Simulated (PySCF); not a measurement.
# SnClF (SMILES [F][Sn][Cl]), step by step

We compute a geometry optimisation (OPBE-D3(0)/def2-SVP), then a single-point energy (DF-CCSD(T)/def2-mTZVPP), then quasiparticle energies (G0W0@mPW1PW91/def2-SVPD) of SnClF. 

Program for the calculation: PySCF 2.14.0.

1 further run of the same task is left out (for a faulty analytic Hessian).

## 1. The system as given

The species is SnClF (3 atoms), meant as a singlet with charge 0. As SMILES, `[F][Sn][Cl]`. All atoms were displaced at random from a relaxed shape. The run starts from this shape.

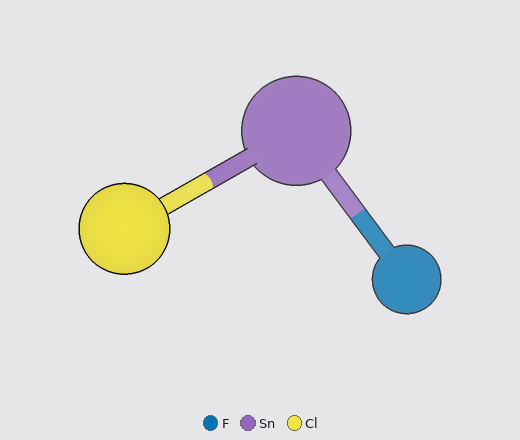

Viewed from a chosen angle; fluorine blue, tin purple, chlorine yellow.

## 2. A geometry optimisation at OPBE-D3(0)/def2-SVP (core potential) (run 1)

start.xyz reads:

```xyz
3
ClFSn
F     -1.460899     0.228028    -0.700526
Sn     0.148327     0.914804     0.161037
Cl     1.169698    -1.159052     0.586097
```

run.py reads:

```python
from pyscf import gto, dft
from pyscf.geomopt.geometric_solver import kernel as optimise

mol = gto.M(
    atom='start.xyz',
    ecp={'Sn': 'def2-svp'},
    verbose=3,
    max_memory=1860,
    basis='def2-svp',
    charge=0,
)

myscf = dft.RKS(mol, xc='opbe')
myscf.disp = 'd3zero'
converged, mol_eq = optimise(myscf, maxsteps=100)
print('converged:', converged)
print(mol_eq.tostring())

myscf.reset(mol_eq)
mol = mol_eq
myscf.kernel()
energy = myscf.e_tot
print(f'total energy: {energy:.8f} hartree')
```

Command:

```
$ OMP_NUM_THREADS=1 python run.py
```

What it wrote:

```text
maxiter                   100
----------------------------------------------------------
Custom engine selected.
Bonds will be generated from interatomic distances less than 1.20 times sum of covalent radii
9 internal coordinates being used (instead of 9 Cartesians)
Internal coordinate system (atoms numbered from 1):
Distance 1-2
Distance 2-3
Angle 1-2-3
Translation-X 1-3
Translation-Y 1-3
Translation-Z 1-3
Rotation-A 1-3
Rotation-B 1-3
Rotation-C 1-3
> ===== Optimization Info: ====
> Job type: Energy minimization
> Maximum number of optimization cycles: 100
> Initial / maximum trust radius (Angstrom): 0.100 / 0.300
> Convergence Criteria:
> Will converge when all 5 criteria are reached:
>  |Delta-E| < 1.00e-06
>  RMS-Grad  < 3.00e-04
>  Max-Grad  < 4.50e-04
>  RMS-Disp  < 1.20e-03
>  Max-Disp  < 1.80e-03
> === End Optimization Info ===

Geometry optimization cycle 1
Cartesian coordinates (Angstrom)
 Atom        New coordinates             dX        dY        dZ
   F  -1.460899   0.228028  -0.700526    0.000000 -0.000000  0.000000
  Sn   0.148327   0.914804   0.161037    0.000000  0.000000  0.000000
  Cl   1.169698  -1.159052   0.586097    0.000000  0.000000  0.000000

WARN: Mole.unit (angstrom) is changed to Bohr

converged SCF energy = -774.485423705443
--------------- RKS_Scanner gradients ---------------
         x                y                z
0 F     0.0085379321     0.0033461539     0.0044747897
1 Sn    -0.0025671509    -0.0149061687    -0.0020415809
2 Cl    -0.0059356955     0.0114909482    -0.0025483079
----------------------------------------------
cycle 1: E = -774.485423705  dE = -774.485  norm(grad) = 0.0226017
Step    0 : Gradient = 1.305e-02/1.526e-02 (rms/max) Energy = -774.4854237054
Hessian Eigenvalues: 5.00000e-02 5.00000e-02 5.00000e-02 ... 1.29640e-01 1.71234e-01 2.50000e-01

Geometry optimization cycle 2
Cartesian coordinates (Angstrom)
 Atom        New coordinates             dX        dY        dZ
   F  -1.489162   0.235778  -0.712890   -0.028263  0.007750 -0.012364
  Sn   0.146399   0.933515   0.162064   -0.001928  0.018711  0.001027
  Cl   1.198775  -1.183320   0.601088    0.029077 -0.024268  0.014991
converged SCF energy = -774.486237809385
--------------- RKS_Scanner gradients ---------------
         x                y                z
0 F    -0.0026544718    -0.0015053687    -0.0014950622
1 Sn     0.0025876102     0.0022529174     0.0014385610
2 Cl     0.0001087524    -0.0008593742    -0.0000378760
----------------------------------------------
cycle 2: E = -774.486237809  dE = -0.000814104  norm(grad) = 0.00511275
Step    1 : Displace = 3.170e-02/4.096e-02 (rms/max) Trust = 1.000e-01 (=) Grad = 2.952e-03/3.720e-03 (rms/max) E (change) = -774.4862378094 (-8.141e-04) Quality = 0.831
Hessian Eigenvalues: 4.99581e-02 5.00000e-02 5.00000e-02 ... 1.24095e-01 2.02804e-01 2.51325e-01

Geometry optimization cycle 3
Cartesian coordinates (Angstrom)
 Atom        New coordinates             dX        dY        dZ
   F  -1.487136   0.238443  -0.710576    0.002026  0.002665  0.002314
  Sn   0.142125   0.931045   0.160587   -0.004274 -0.002470 -0.001477
  Cl   1.199837  -1.180362   0.602941    0.001062  0.002958  0.001853
converged SCF energy = -774.486270750661
--------------- RKS_Scanner gradients ---------------
         x                y                z
0 F     0.0001061639    -0.0001045880    -0.0000111861
1 Sn    -0.0000681201     0.0003141787    -0.0000208682
2 Cl     0.0000132768    -0.0003148719    -0.0000622146
----------------------------------------------
cycle 3: E = -774.486270751  dE = -3.29413e-05  norm(grad) = 0.000478863
Step    2 : Displace = 3.951e-03/5.361e-03 (rms/max) Trust = 1.414e-01 (+) Grad = 2.765e-04/3.222e-04 (rms/max) E (change) = -774.4862707507 (-3.294e-05) Quality = 1.023
Hessian Eigenvalues: 4.88099e-02 4.99999e-02 5.00000e-02 ... 1.23255e-01 2.05587e-01 2.43661e-01

Geometry optimization cycle 4
Cartesian coordinates (Angstrom)
 Atom        New coordinates             dX        dY        dZ
   F  -1.488844   0.239351  -0.709968   -0.001707  0.000909  0.000608
  Sn   0.140862   0.931016   0.160986   -0.001264 -0.000029  0.000399
  Cl   1.201072  -1.177662   0.605136    0.001235  0.002699  0.002196
converged SCF energy = -774.486271734689
--------------- RKS_Scanner gradients ---------------
         x                y                z
0 F     0.0001174967    -0.0000083931    -0.0000001703
1 Sn    -0.0000312863    -0.0000165270    -0.0000176847
2 Cl    -0.0000314222    -0.0000795432    -0.0000741589
----------------------------------------------
cycle 4: E = -774.486271735  dE = -9.84028e-07  norm(grad) = 0.000168091
Step    3 : Displace = 1.374e-03/1.494e-03 (rms/max) Trust = 2.000e-01 (+) Grad = 9.705e-05/1.178e-04 (rms/max) E (change) = -774.4862717347 (-9.840e-07) Quality = 0.880
Hessian Eigenvalues: 2.09660e-02 5.00000e-02 5.00000e-02 ... 1.40682e-01 2.13540e-01 2.39362e-01

Geometry optimization cycle 5
Cartesian coordinates (Angstrom)
 Atom        New coordinates             dX        dY        dZ
   F  -1.492267   0.240400  -0.708149   -0.003423  0.001049  0.001819
  Sn   0.137708   0.932853   0.162033   -0.003154  0.001837  0.001047
  Cl   1.203144  -1.171772   0.610028    0.002072  0.005891  0.004891
converged SCF energy = -774.486272019356
--------------- RKS_Scanner gradients ---------------
         x                y                z
0 F     0.0000485016     0.0000753787    -0.0000313109
1 Sn     0.0000269014    -0.0002594607     0.0000009338
2 Cl    -0.0000173842     0.0000785008    -0.0000594142
----------------------------------------------
cycle 5: E = -774.486272019  dE = -2.84667e-07  norm(grad) = 0.000295049
Step    4 : Displace = 1.868e-03/2.165e-03 (rms/max) Trust = 2.828e-01 (+) Grad = 1.703e-04/2.609e-04 (rms/max) E (change) = -774.4862720194 (-2.847e-07) Quality = 0.239
Hessian Eigenvalues: 7.59015e-03 5.00000e-02 5.00000e-02 ... 1.40512e-01 2.16289e-01 3.58706e-01

Geometry optimization cycle 6
Cartesian coordinates (Angstrom)
 Atom        New coordinates             dX        dY        dZ
   F  -1.495442   0.240735  -0.705545   -0.003174  0.000334  0.002603
  Sn   0.134049   0.936272   0.163402   -0.003659  0.003418  0.001369
  Cl   1.204448  -1.164955   0.615266    0.001304  0.006817  0.005238
converged SCF energy = -774.48627211489
--------------- RKS_Scanner gradients ---------------
         x                y                z
0 F    -0.0000112867     0.0001014307    -0.0000613696
1 Sn     0.0000564736    -0.0003222580     0.0000134523
2 Cl     0.0000125575     0.0001118428    -0.0000419067
----------------------------------------------
cycle 6: E = -774.486272115  dE = -9.5534e-08  norm(grad) = 0.000368544
Step    5 : Displace = 9.346e-04/1.105e-03 (rms/max) Trust = 9.341e-04 (-) Grad = 2.128e-04/3.274e-04 (rms/max) E (change) = -774.4862721149 (-9.553e-08) Quality = 0.079
Hessian Eigenvalues: 7.59015e-03 5.00000e-02 5.00000e-02 ... 1.40512e-01 2.16289e-01 3.58706e-01
Converged! =D

converged: True
F          -1.49544160        0.24073471       -0.70554539
Sn          0.13404856        0.93627157        0.16340165
Cl          1.20444830       -1.16495466        0.61526553
converged SCF energy = -774.486272114889
total energy: -774.48627211 hartree
```

Wall time 35 s (1 thread of Intel Xeon Platinum 8375C at 2.90GHz (Ice Lake), shared host); peak memory 0.52 GiB.

Steps, from the record of the run:

```tsv
step	energy from the first frame kept (eV)	largest force (eV/Å)
0	0.0000	0.7848
1	-0.0222	0.1913
2	-0.0230	0.0166
3	-0.0231	0.0061
4	-0.0231	0.0134
5	-0.0231	0.0168
```

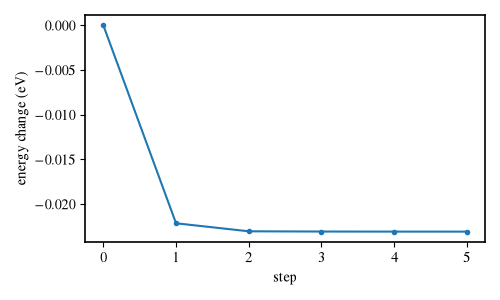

Energy along the run.

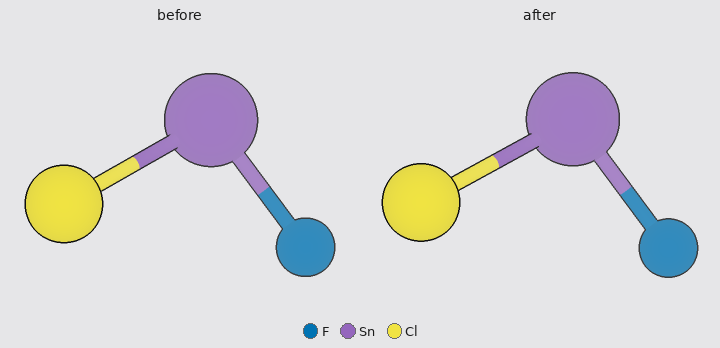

Before and after, at one scale.

After the run. Bond lengths: F1–Sn2 1.973 Å, Sn2–Cl3 2.401 Å. Angles: F1–Sn2–Cl3 98.2°.

## 3. The energy at DF-CCSD(T)/def2-mTZVPP (density fitting with def2-universal-jkfit, core potential) (run 3)

job.py reads:

```python
from pyscf import gto, cc

mol = gto.M(
    atom=[
    ('F', (-1.495442, 0.240735, -0.705545)),
    ('Sn', (0.134049, 0.936272, 0.163402)),
    ('Cl', (1.204448, -1.164955, 0.615266)),
],
    max_memory=1860,
    ecp={'Sn': 'def2-svp'},
    basis='def2-mtzvpp',
    verbose=4,
)

mf = mol.RHF()
mf = mf.density_fit(auxbasis='def2-universal-jkfit')
mf.kernel()

mycc = cc.CCSD(mf, frozen=10).density_fit()
mycc.kernel()
e_t = mycc.ccsd_t()
e_final = mycc.e_tot + e_t
print(f'total energy: {e_final:.8f} hartree')
dip = mf.dip_moment()
pop, q = mf.mulliken_pop()
```

Command:

```
$ OMP_NUM_THREADS=1 python job.py
```

What it wrote:

```text
PySCF version 2.14.0

[INPUT] num. atoms = 3
[INPUT] num. electrons = 48
[INPUT] charge = 0
[INPUT] spin (= nelec alpha-beta = 2S) = 0
[INPUT] symmetry False subgroup None
[INPUT] Mole.unit = angstrom
[INPUT] Symbol           X                Y                Z      unit          X                Y                Z       unit  Magmom
[INPUT]  1 F     -1.495442000000   0.240735000000  -0.705545000000 AA   -2.825975815172   0.454923218597  -1.333286818556 Bohr   0.0
[INPUT]  2 Sn     0.134049000000   0.936272000000   0.163402000000 AA    0.253315897272   1.769297658099   0.308785028206 Bohr   0.0
[INPUT]  3 Cl     1.204448000000  -1.164955000000   0.615266000000 AA    2.276076851280  -2.201445897443   1.162684233757 Bohr   0.0

nuclear repulsion = 159.923888984314
number of shells = 35
number of NR pGTOs = 167
number of NR cGTOs = 87
basis = def2-mtzvpp
ecp = {'Sn': 'def2-svp'}

******** <class 'pyscf.df.df_jk.DFRHF'> ********
method = DFRHF
initial guess = minao
damping factor = 0
level_shift factor = 0
DIIS = <class 'pyscf.scf.diis.CDIIS'>
diis_start_cycle = 1
diis_space = 8
diis_damp = 0
SCF conv_tol = 1e-09
SCF conv_tol_grad = None
SCF max_cycles = 50
direct_scf = False
Set gradient conv threshold to 3.16228e-05
Initial guess from minao.
******** <class 'pyscf.df.df.DF'> ********
auxbasis = def2-universal-jkfit
init E= -734.774188334623
  HOMO = -0.714536685207664  LUMO = -0.503037286812285  gap/eV = 5.75519
cycle= 1 E= -772.00243264024  delta_E= -37.2  |g|= 1.96  |ddm|= 30.9
  HOMO = -0.285908293082983  LUMO = 0.0482573496327459  gap/eV = 9.09311
cycle= 2 E= -772.356000190899  delta_E= -0.354  |g|= 0.838  |ddm|= 4.11
  HOMO = -0.390019747367829  LUMO = -0.0169556986189559  gap/eV = 10.15159
cycle= 3 E= -772.438604323269  delta_E= -0.0826  |g|= 0.115  |ddm|= 0.936
  HOMO = -0.395760266273591  LUMO = -0.0158489335931093  gap/eV = 10.33791
cycle= 4 E= -772.44077483153  delta_E= -0.00217  |g|= 0.0392  |ddm|= 0.154
  HOMO = -0.395495777267873  LUMO = -0.0155569118288971  gap/eV = 10.33866
cycle= 5 E= -772.441033799658  delta_E= -0.000259  |g|= 0.00768  |ddm|= 0.0345
  HOMO = -0.395911356031809  LUMO = -0.0160372122827297  gap/eV = 10.33690
cycle= 6 E= -772.44107360291  delta_E= -3.98e-05  |g|= 0.00219  |ddm|= 0.0261
  HOMO = -0.39602462200571  LUMO = -0.0159676210527273  gap/eV = 10.34188
cycle= 7 E= -772.441076857596  delta_E= -3.25e-06  |g|= 0.000725  |ddm|= 0.00628
  HOMO = -0.395908308489203  LUMO = -0.0159358138301505  gap/eV = 10.33958
cycle= 8 E= -772.441077453012  delta_E= -5.95e-07  |g|= 0.000171  |ddm|= 0.00271
  HOMO = -0.395890741237284  LUMO = -0.0159225447186941  gap/eV = 10.33946
cycle= 9 E= -772.441077480615  delta_E= -2.76e-08  |g|= 2.94e-05  |ddm|= 0.000492
  HOMO = -0.395888006879692  LUMO = -0.015924476784655  gap/eV = 10.33933
cycle= 10 E= -772.441077481312  delta_E= -6.97e-10  |g|= 6.41e-06  |ddm|= 7.06e-05
  HOMO = -0.395887829852388  LUMO = -0.0159246282636592  gap/eV = 10.33933
Extra cycle  E= -772.441077481338  delta_E= -2.61e-11  |g|= 2.41e-06  |ddm|= 1.2e-05
converged SCF energy = -772.441077481338

******** <class 'pyscf.cc.dfccsd.RCCSD'> ********
CC2 = 0
CCSD nocc = 14, nmo = 77
frozen orbitals 10
max_cycle = 50
direct = 0
conv_tol = 1e-07
conv_tol_normt = 1e-05
diis_space = 6
diis_start_cycle = 0
diis_start_energy_diff = 1e+09
******** <class 'pyscf.df.df.DF'> ********
auxbasis = None
Init t2, MP2 energy = -772.946426950591  E_corr(MP2) -0.505349469253552
Init E_corr(RCCSD) = -0.505349469256784
cycle = 1  E_corr(RCCSD) = -0.504378789123601  dE = 0.000970680133  norm(t1,t2) = 0.075497
cycle = 2  E_corr(RCCSD) = -0.519315230776442  dE = -0.0149364417  norm(t1,t2) = 0.027913
cycle = 3  E_corr(RCCSD) = -0.518611426394096  dE = 0.000703804382  norm(t1,t2) = 0.0199558
cycle = 4  E_corr(RCCSD) = -0.520519812857217  dE = -0.00190838646  norm(t1,t2) = 0.00650327
cycle = 5  E_corr(RCCSD) = -0.52074973778186  dE = -0.000229924925  norm(t1,t2) = 0.00205697
cycle = 6  E_corr(RCCSD) = -0.520646889329707  dE = 0.000102848452  norm(t1,t2) = 0.000884267
cycle = 7  E_corr(RCCSD) = -0.520606340516885  dE = 4.05488128e-05  norm(t1,t2) = 0.000283727
cycle = 8  E_corr(RCCSD) = -0.520613092201646  dE = -6.75168476e-06  norm(t1,t2) = 0.000112782
cycle = 9  E_corr(RCCSD) = -0.520621347843634  dE = -8.25564199e-06  norm(t1,t2) = 4.93597e-05
cycle = 10  E_corr(RCCSD) = -0.520619423743643  dE = 1.92409999e-06  norm(t1,t2) = 1.28751e-05
cycle = 11  E_corr(RCCSD) = -0.520619932225799  dE = -5.08482156e-07  norm(t1,t2) = 5.66614e-06
cycle = 12  E_corr(RCCSD) = -0.520619832402303  dE = 9.98234959e-08  norm(t1,t2) = 2.13385e-06
RCCSD converged
E(RCCSD) = -772.96169731374  E_corr = -0.520619832402303
RCCSD(T) correction = -0.0174588610453756
total energy: -772.97915617 hartree
Dipole moment(X, Y, Z, Debye):  1.17328,  3.72508,  0.77558
 ** Mulliken pop  **
pop of  0 F 1s            0.77356
pop of  0 F 2s            1.20008
pop of  0 F 3s            0.59972
pop of  0 F 4s            0.97494
pop of  0 F 5s            0.44096
pop of  0 F 2px           0.71530
pop of  0 F 2py           0.76678
pop of  0 F 2pz           0.74321
pop of  0 F 3px           0.73733
pop of  0 F 3py           0.76302
pop of  0 F 3pz           0.74864
pop of  0 F 4px           0.41824
pop of  0 F 4py           0.42376
pop of  0 F 4pz           0.43580
pop of  0 F 3dxy          0.00058
pop of  0 F 3dyz          0.00021
pop of  0 F 3dz^2         0.00030
pop of  0 F 3dxz          0.00070
pop of  0 F 3dx2-y2       0.00057
pop of  0 F 4dxy          0.00071
pop of  0 F 4dyz          0.00061
pop of  0 F 4dz^2         0.00197
pop of  0 F 4dxz          0.00193
pop of  0 F 4dx2-y2       0.00216
pop of  1 Sn 4s           0.28651
pop of  1 Sn 5s          -0.77382
pop of  1 Sn 6s           1.53879
pop of  1 Sn 7s           0.94521
pop of  1 Sn 8s           1.11789
pop of  1 Sn 9s           0.69838
pop of  1 Sn 4px         -0.13163
pop of  1 Sn 4py         -0.13321
pop of  1 Sn 4pz         -0.13052
pop of  1 Sn 5px          2.11643
pop of  1 Sn 5py          2.12049
pop of  1 Sn 5pz          2.11295
pop of  1 Sn 6px          0.11913
pop of  1 Sn 6py          0.20461
pop of  1 Sn 6pz          0.06398
pop of  1 Sn 7px          0.06329
pop of  1 Sn 7py          0.25595
pop of  1 Sn 7pz          0.05567
pop of  1 Sn 8px          0.01359
pop of  1 Sn 8py          0.03892
pop of  1 Sn 8pz          0.01701
pop of  1 Sn 4dxy         1.79887
pop of  1 Sn 4dyz         1.79370
pop of  1 Sn 4dz^2        1.79364
pop of  1 Sn 4dxz         1.79679
pop of  1 Sn 4dx2-y2      1.79775
pop of  1 Sn 5dxy         0.21051
pop of  1 Sn 5dyz         0.20738
pop of  1 Sn 5dz^2        0.20802
pop of  1 Sn 5dxz         0.20683
pop of  1 Sn 5dx2-y2      0.20774
pop of  1 Sn 6dxy         0.01539
pop of  1 Sn 6dyz         0.02028
pop of  1 Sn 6dz^2        0.01095
pop of  1 Sn 6dxz         0.01166
pop of  1 Sn 6dx2-y2      0.01759
pop of  2 Cl 1s           2.01178
pop of  2 Cl 2s           0.44614
pop of  2 Cl 3s           1.51635
pop of  2 Cl 4s           1.06917
pop of  2 Cl 5s           0.93057
pop of  2 Cl 2px          1.96028
pop of  2 Cl 2py          1.95869
pop of  2 Cl 2pz          1.96042
pop of  2 Cl 3px          0.35605
pop of  2 Cl 3py          0.33181
pop of  2 Cl 3pz          0.35894
pop of  2 Cl 4px          0.98068
pop of  2 Cl 4py          0.94175
pop of  2 Cl 4pz          0.97599
pop of  2 Cl 5px          0.58882
pop of  2 Cl 5py          0.52778
pop of  2 Cl 5pz          0.61129
pop of  2 Cl 3dxy         0.00166
pop of  2 Cl 3dyz         0.00062
pop of  2 Cl 3dz^2        0.00068
pop of  2 Cl 3dxz         0.00016
pop of  2 Cl 3dx2-y2      0.00115
pop of  2 Cl 4dxy         0.00777
pop of  2 Cl 4dyz         0.00480
pop of  2 Cl 4dz^2        0.00276
pop of  2 Cl 4dxz         0.00098
pop of  2 Cl 4dx2-y2      0.00510
 ** Mulliken atomic charges  **
charge of    0F =     -0.75107
charge of    1Sn =      1.30327
charge of    2Cl =     -0.55220
```

It took 29 s on 1 thread of Intel Xeon Platinum 8375C at 2.90GHz (Ice Lake), shared host; peak memory 0.38 GiB.

## 4. Quasiparticle levels at G0W0@mPW1PW91/def2-SVPD (core potential) (run 4)

input.py reads:

```python
from pyscf import gto, dft, gw

mol = gto.Mole()
mol.atom = [
    ('F', (-1.495442, 0.240735, -0.705545)),
    ('Sn', (0.134049, 0.936272, 0.163402)),
    ('Cl', (1.204448, -1.164955, 0.615266)),
]
mol.spin = 0
mol.basis = 'def2-svpd'
mol.max_memory = 1860
mol.ecp = {'Sn': 'def2-svp'}
mol.verbose = 3
mol.build()

mf = dft.RKS(mol)
mf.xc = 'mpw1pw'
mf.kernel()

etot = mf.e_tot
print(f'total energy: {etot:.8f} hartree')

nocc = mol.nelec[0]
orbs = list(range(max(0, nocc - 3), min(mol.nao, nocc + 3)))
mygw = gw.GW(mf, freq_int='cd')
mygw.kernel()
print('orbital   mean field (eV)   quasiparticle (eV)')
for p in orbs:
    print('%4d %12.4f %12.4f' % (p + 1, mf.mo_energy[p] * 27.211386, mygw.mo_energy[p] * 27.211386))
```

Command:

```
$ OMP_NUM_THREADS=1 python input.py
```

What it wrote:

```text
converged SCF energy = -774.318322349997
total energy: -774.31832235 hartree

WARN: Even tempered Gaussians are generated as DF auxbasis for  Sn
```

It took 13 min on 1 thread of Intel Xeon Platinum 8375C at 2.90GHz (Ice Lake), shared host.

The run was cut off at its time limit.

## 5. What came out

```
                                                                   quantity                value
                        run 1, OPBE-D3(0)/def2-SVP: total energy at the end        -774.48627 Eh
                                  run 1, OPBE-D3(0)/def2-SVP: dipole moment               3.43 D
                                    run 1, OPBE-D3(0)/def2-SVP: HOMO energy             -6.98 eV
                                    run 1, OPBE-D3(0)/def2-SVP: LUMO energy             -3.37 eV
                                  run 1, OPBE-D3(0)/def2-SVP: HOMO–LUMO gap              3.61 eV
                              run 1, OPBE-D3(0)/def2-SVP: dispersion energy         -3.70 kJ/mol
                                run 3, DF-CCSD(T)/def2-mTZVPP: total energy        -772.97916 Eh
        run 3, DF-CCSD(T)/def2-mTZVPP: dipole moment (Hartree–Fock density)               3.98 D
         run 3, DF-CCSD(T)/def2-mTZVPP: HOMO energy (Hartree–Fock orbitals)            -10.77 eV
         run 3, DF-CCSD(T)/def2-mTZVPP: LUMO energy (Hartree–Fock orbitals)             -0.43 eV
       run 3, DF-CCSD(T)/def2-mTZVPP: HOMO–LUMO gap (Hartree–Fock orbitals)             10.34 eV
run 3, DF-CCSD(T)/def2-mTZVPP: correlation energy (10 core orbitals frozen)           -538.1 mEh
                              run 3, DF-CCSD(T)/def2-mTZVPP: (T) correction           -17.46 mEh
                               run 3, DF-CCSD(T)/def2-mTZVPP: T1 diagnostic                0.015
                                             run 4, G0W0@mPW1PW91/def2-SVPD  no result (timeout)
```

In words: The optimisation (run 1, OPBE-D3(0)/def2-SVP) took 5 steps and changed the energy by -0.023 eV. Mulliken charges (run 3, DF-CCSD(T)/def2-mTZVPP) of the mean-field density run from -0.75 on F1 to +1.30 on Sn2; they depend strongly on the basis. The triples (run 3, DF-CCSD(T)/def2-mTZVPP) make up 3.2 % of the correlation energy. 1 of the 3 runs did not end normally.
